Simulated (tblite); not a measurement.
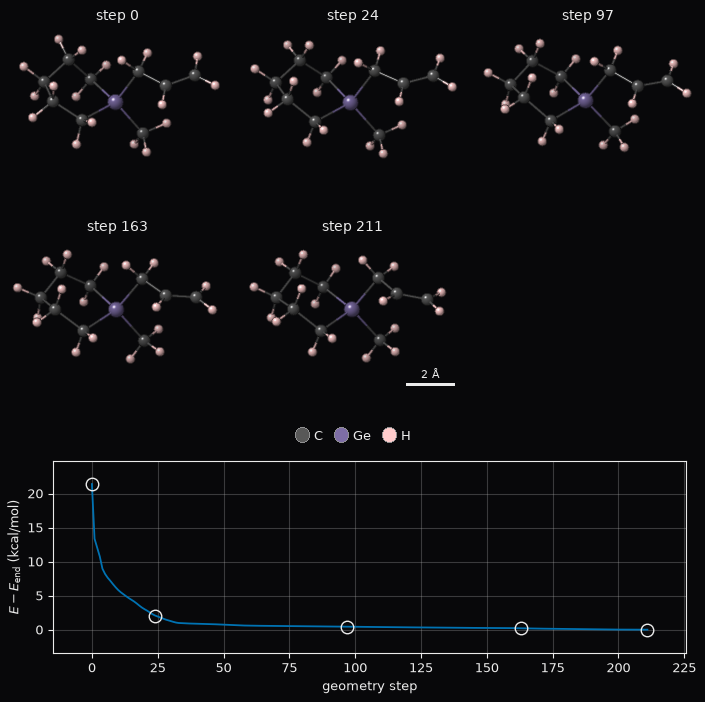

Frames of a relaxation of C9H18Ge, marked on the history of the run. The picture is a ball-and-stick view, seen at a tilt.

The calculation used GFN2-xTB geometry optimisation, gas phase in tblite. 

**Describe the path.**

The largest move after the best rigid fit is that of an H atom, 1.17 Å. Largest moves by element: H 1.17 Å, C 0.72 Å, Ge 0.20 Å. Near-neighbour distances that change, for instance: C–Ge 1.912 → 1.991 Å, C–Ge 1.942 → 2.019 Å, C–C 1.472 → 1.525 Å, C–H 1.140 → 1.090 Å. Among the angles between lasting bonds that change: Ge–C–C 102.8° → 110.5°, H–C–H 114.5° → 107.1°, C–C–C 105.9° → 113.1°. Groups turn about C–C by about 30°, C–Ge by about 30°, C–Ge by about 30°. After 211 geometry steps the energy has fallen by 21.4 kcal/mol. From step 0 to 24: H atoms move most (0.42 Å), energy −19.3 kcal/mol. From step 24 to 97: an H atom moves most (0.37 Å), energy −1.65 kcal/mol. From step 97 to 163: H atoms move most (0.50 Å), energy −0.22 kcal/mol. From step 163 to 211: an H atom moves most (0.54 Å), energy −0.21 kcal/mol.

```json
{"step": "0", "E − E(0), kcal/mol": "0.00"}
{"step": "1", "E − E(0), kcal/mol": "-8.03"}
{"step": "2", "E − E(0), kcal/mol": "-9.36"}
{"step": "3", "E − E(0), kcal/mol": "-10.65"}
{"step": "4", "E − E(0), kcal/mol": "-12.43"}
{"step": "5", "E − E(0), kcal/mol": "-13.21"}
{"step": "6", "E − E(0), kcal/mol": "-13.76"}
{"step": "7", "E − E(0), kcal/mol": "-14.22"}
{"step": "8", "E − E(0), kcal/mol": "-14.71"}
{"step": "9", "E − E(0), kcal/mol": "-15.16"}
{"step": "10", "E − E(0), kcal/mol": "-15.57"}
{"step": "21", "E − E(0), kcal/mol": "-18.61"}
{"step": "31", "E − E(0), kcal/mol": "-20.25"}
{"step": "42", "E − E(0), kcal/mol": "-20.55"}
{"step": "52", "E − E(0), kcal/mol": "-20.68"}
{"step": "63", "E − E(0), kcal/mol": "-20.82"}
{"step": "73", "E − E(0), kcal/mol": "-20.86"}
{"step": "84", "E − E(0), kcal/mol": "-20.91"}
{"step": "95", "E − E(0), kcal/mol": "-20.95"}
{"step": "105", "E − E(0), kcal/mol": "-20.98"}
{"step": "116", "E − E(0), kcal/mol": "-21.03"}
{"step": "126", "E − E(0), kcal/mol": "-21.06"}
{"step": "137", "E − E(0), kcal/mol": "-21.10"}
{"step": "148", "E − E(0), kcal/mol": "-21.13"}
{"step": "158", "E − E(0), kcal/mol": "-21.15"}
{"step": "169", "E − E(0), kcal/mol": "-21.23"}
{"step": "179", "E − E(0), kcal/mol": "-21.28"}
{"step": "190", "E − E(0), kcal/mol": "-21.34"}
{"step": "200", "E − E(0), kcal/mol": "-21.37"}
{"step": "211", "E − E(0), kcal/mol": "-21.39"}
```
